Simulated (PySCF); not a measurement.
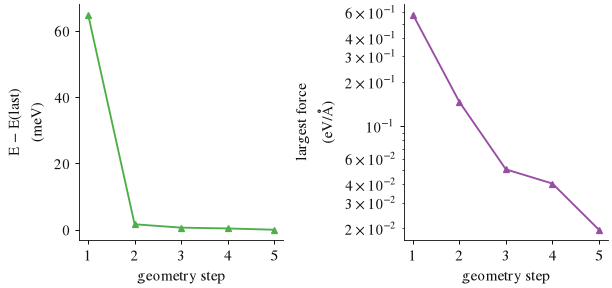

History of a geometry optimisation. C$_{9}$H$_{14}$O (SMILES C=C1C[C@@H](C)[C@@H](C(C)=O)C1); PBE0-D3(BJ)/def2-SVP, geometry optimisation (PySCF).

The optimisation met its thresholds at geometry 5, counting the start as the first. The energy fell by about 65 meV from the first step to the last. The largest force goes from about 0.58 eV/Å at the start to 0.02 eV/Å at the end.
